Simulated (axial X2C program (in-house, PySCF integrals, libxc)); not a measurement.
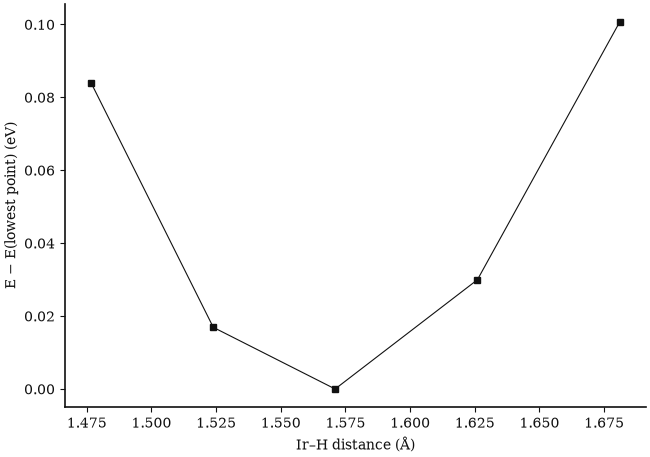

Energy at 5 bond lengths, for one set of occupations held fixed; the line joins the points. A polynomial of degree 3 through 5 points gives rₑ = 1.566 Å, ωₑ = 2225 cm⁻¹ and Bₑ = 6.859 cm⁻¹. The minimum lies 1.65 eV below Ir⁺ + H, each computed as one determinant at the same level.

## IrH⁺: relativistic diatomic calculation

- system: IrH⁺, single determinant with M_S = 3/2 and |Λ| = 0.
- method: HF, spin-free X2C-1e, Ir dyall-cv3z, H dyall-v3z (cores contracted) (axial X2C program (in-house, PySCF integrals, libxc))

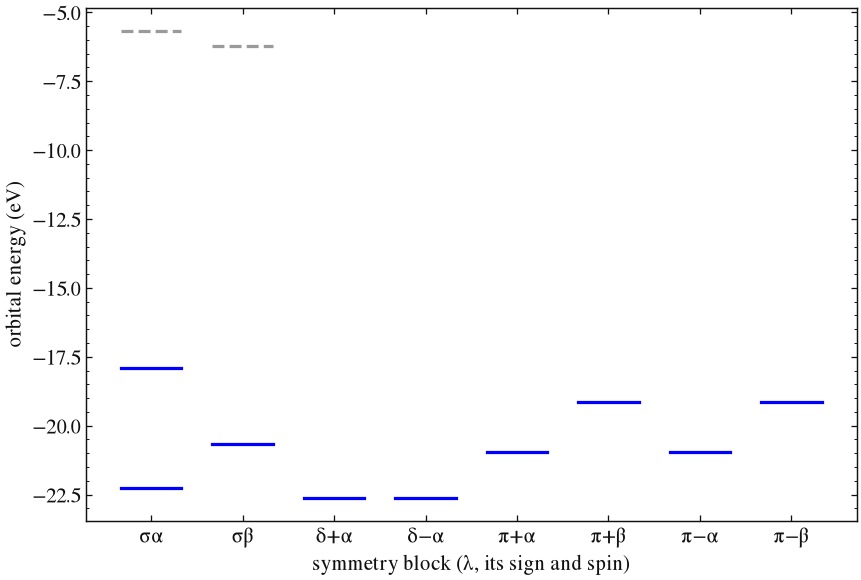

Orbital energies near the frontier at 1.57 Å, filled (solid) and empty (dashed); a label such as π−α means λ = −1 and α spin. The highest filled orbital (σα; 58 % Ir s, 32 % H s) lies at −17.90 eV, the lowest empty one (σβ; 64 % Ir s, 20 % Ir d) at −6.23 eV.

Input and output of the run follow.

**Input file**
```
{"zs": [77, 1], "q": 1, "bas": ["dyall-cv3z", "dyall-v3z"], "levels": ["PBE0", "HF", "PW91"], "cc": true, "r0": 1.54, "thr": -2.0, "nmax": 90, "npts": 10, "nst": 2, "ntry": 6}
```

The line is the task of a batch: nuclear charges, charge, bases, the levels to run, a first guess of the distance and further settings. This report covers HF without spin-orbit coupling. The log is that of the reference distance 1.571 Å.

Launched within a batch (the task file carries these settings):
```bash
python <driver script> task.json out
```

**Log**
```
spin-free X2C-1e  HF
basis functions 195  fitting functions 976  grid points 5071
iter        total energy     max residual
   1     -17824.433182738     1.22e+00
   2     -17824.468970409     1.84e-02
   3     -17824.470466256     1.85e-02
   4     -17824.471417765     3.61e-03
   5     -17824.471732472     2.54e-03
   6     -17824.471936179     1.67e-03
   7     -17824.472056585     9.85e-04
   8     -17824.472135639     4.59e-04
   9     -17824.472156290     2.22e-04
  10     -17824.472160840     8.99e-05
  11     -17824.472161399     1.80e-05
  12     -17824.472161432     4.54e-06
  13     -17824.472161435     2.40e-06
  14     -17824.472161436     1.18e-06
converged
one-electron -24477.80068690  Coulomb 6975.19162081  exact exchange -347.79985235  xc functional 0.00000000  nuclear repulsion 25.93675700
correlated 9  virtual 229  natural virtual 90  E(MP2) -0.228446283  MP2 remainder -0.006487943
iter   CCSD correlation   residual
   1     -0.221166423   8.88e-02
   2     -0.226241005   4.35e-02
   3     -0.228362357   2.39e-02
   4     -0.228761983   9.90e-03
   5     -0.228939479   3.89e-03
   6     -0.228959616   1.67e-03
   7     -0.228957711   6.38e-04
   8     -0.228956322   2.77e-04
   9     -0.228953487   1.13e-04
  10     -0.228953077   3.72e-05
  11     -0.228953365   1.47e-05
  12     -0.228953437   6.21e-06
  13     -0.228953559   2.63e-06
  14     -0.228953584   1.19e-06
  15     -0.228953597   5.10e-07
(T) -0.009276512496534222  T1 0.0395  D1 0.1050  max T2 0.077
```

**The points of the curve**

```
R (Å)    E (hartree)  dipole (D; origin at the first atom, positive when the second is positive)  highest filled (eV)  lowest empty (eV)
1.477  −17824.469077                                                                       −1.35               −17.98              −6.27
1.524  −17824.471540                                                                       −1.36               −17.95              −6.25
1.571  −17824.472161                                                                       −1.37               −17.90              −6.23
1.626  −17824.471060                                                                       −1.36               −17.80              −6.21
1.681  −17824.468462                                                                       −1.33               −17.67              −6.20
```

**Results in brief**

- outcome: converged
- bond length rₑ: 1.566 Å
- ωₑ: 2225 cm⁻¹
- energy at the minimum: −17824.47217 hartree
- depth below the fragments: 1.65 eV
- largest ⟨S²⟩ along the curve: 3.81
- hardware: 1 CPU thread, shared host
- wall time: 2.3 s

**Remarks**

Hartree–Fock lacks correlation, so it usually binds too weakly. Limits: 5 of the 10 points asked for were kept.
